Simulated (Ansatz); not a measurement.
**MP2/def2-SVP (core potential) run of SnGeH6 (SMILES [GeH3][SnH3])**

What is the vertical singlet–triplet gap of SnGeH6 at MP2/def2-SVP (core potential)? 

The results are computed with Ansatz 0.2.0.

41 further runs of the same task are left out: 41 set aside as unsound or not needed.

## 1. The structure to begin with

SnGeH6: 8 atoms, total charge 0, spin state singlet. As SMILES, `[GeH3][SnH3]`. The shape is that of a PBE0-D4/def2-TZVP optimisation.

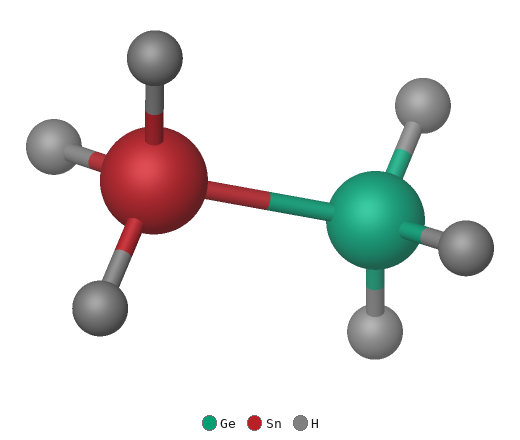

The structure, seen from a chosen angle (germanium teal, tin red, hydrogen grey).

## 2. A single-point energy at MP2/def2-SVP (core potential)

Contents of run.yaml:

```yaml
crystal:
  periodic: [false, false, false]
  atoms:
    - {symbol: Ge, position_ang: [-0.754100, 0.285800, -1.041300]}
    - {symbol: Sn, position_ang: [0.751500, -0.290300, 0.992300]}
    - {symbol: H, position_ang: [-1.830800, 1.307300, -0.639500]}
    - {symbol: H, position_ang: [-1.453400, -0.978600, -1.567000]}
    - {symbol: H, position_ang: [0.087500, 0.886500, -2.179300]}
    - {symbol: H, position_ang: [-0.187600, -0.932800, 2.265200]}
    - {symbol: H, position_ang: [1.931000, -1.444200, 0.553800]}
    - {symbol: H, position_ang: [1.547900, 1.109100, 1.560100]}
basis:
  gaussian:
    orbitals: def2-SVP
correlation:
  method: mp2
  frozen_orbitals: {Ge: 9, H: 0, Sn: 4}
accuracy: high
```

Run with:

```
$ ansatz run run.yaml --threads 1 --pin off --max-ram 3480MiB --events-out events.jsonl --progress --plain --runs-dir runs
```

What it wrote:

```text
Warning: RAYON_NUM_THREADS=1 ignored (pool sized by the plan → 1); use --threads N
Functional definition: HF
  name "HF"
  exchange = exact_x
  correlation = 0
2024 factors; integrals over basis functions are off by at most 1.1e-8 eV
mean field evaluation 1: about -62365.3287 eV, gradient 1.2e1 eV
mean field evaluation 2: about -62365.3764 eV, gradient 1.2e1 eV
mean field evaluation 4: about -62366.2000 eV, gradient 1.9e0 eV
mean field evaluation 8: about -62366.2067 eV, gradient 2.7e-4 eV
mean field -62366.20674724 eV, -2291.9158246279 hartree, gradient 3.1e-8 eV, S^2 0.000000; 0 other end points of the search recorded, 0 dependent functions left out
13 core orbitals not correlated: weight in the atoms' cores, before any rotation towards them, 1.000 or more for the frozen orbitals, at most 0.000 for the correlated occupied ones
reference -62366.20674724 eV, -2291.9158246279 hartree; 17, 17 occupied and 58, 58 virtual orbitals, 2024 factors
second order -9.84009869 eV of doubles, -0.00000000 eV of singles
Total energy: -62376.04684594 eV, -2292.2774415850 hartree
```

Wall time 3 s (1 thread of Arm Neoverse V2, shared host); peak memory 0.27 GiB.

## 3. The triplet at the same level

Contents of job.yaml:

```yaml
crystal:
  periodic: [false, false, false]
  atoms:
    - symbol: Ge
      position_ang: [-0.754100, 0.285800, -1.041300]
    - symbol: Sn
      position_ang: [0.751500, -0.290300, 0.992300]
    - symbol: H
      position_ang: [-1.830800, 1.307300, -0.639500]
    - symbol: H
      position_ang: [-1.453400, -0.978600, -1.567000]
    - symbol: H
      position_ang: [0.087500, 0.886500, -2.179300]
    - symbol: H
      position_ang: [-0.187600, -0.932800, 2.265200]
    - symbol: H
      position_ang: [1.931000, -1.444200, 0.553800]
    - symbol: H
      position_ang: [1.547900, 1.109100, 1.560100]
basis:
  gaussian:
    orbitals: def2-SVP
magnetization:
  spin_polarized: true
  initial_magnetization: 2
correlation:
  method: mp2
  frozen_orbitals: {Ge: 9, H: 0, Sn: 4}
accuracy: high
```

Run with:

```
$ ansatz run job.yaml --threads 1 --pin off --max-ram 3480MiB --events-out events.jsonl --progress --plain --runs-dir runs
```

What it wrote, cut to the lines that bear on the results:

```text
Warning: RAYON_NUM_THREADS=1 ignored (pool sized by the plan → 1); use --threads N
Functional definition: HF
  name "HF"
[...]
2024 factors; integrals over basis functions are off by at most 1.1e-8 eV
[...]
mean field -62359.80080738 eV, -2291.6804106800 hartree, gradient 3.1e-8 eV, S^2 2.008625; 8 other end points of the search recorded, 0 dependent functions left out
13 core orbitals not correlated: weight in the atoms' cores, before any rotation towards them, 1.000 or more for the frozen orbitals, at most 0.000 for the correlated occupied ones
reference -62359.80080738 eV, -2291.6804106800 hartree; 18, 16 occupied and 57, 59 virtual orbitals, 2024 factors
second order -9.76800308 eV of doubles, -0.00000000 eV of singles
Total energy: -62369.56881045 eV, -2292.0393781721 hartree
```

Wall time 21 s (1 thread of Arm Neoverse V2, shared host); peak memory 0.41 GiB.

## 4. Outcome

At MP2/def2-SVP (core potential), 13 core orbitals frozen:

| quantity | value |
| --- | --- |
| singlet: total energy | -2292.27744 Eh |
| singlet: correlation energy (13 core orbitals frozen) | -361.6 mEh |
| triplet: total energy | -2292.03938 Eh |
| triplet: correlation energy (13 core orbitals frozen) | -359.0 mEh |
| triplet: ⟨S²⟩ of the reference determinant | 2.009 |
| vertical energy of the triplet above the singlet | 6.478 eV |

What this shows: At this shape the triplet lies 6.48 eV (625 kJ/mol) above the singlet.
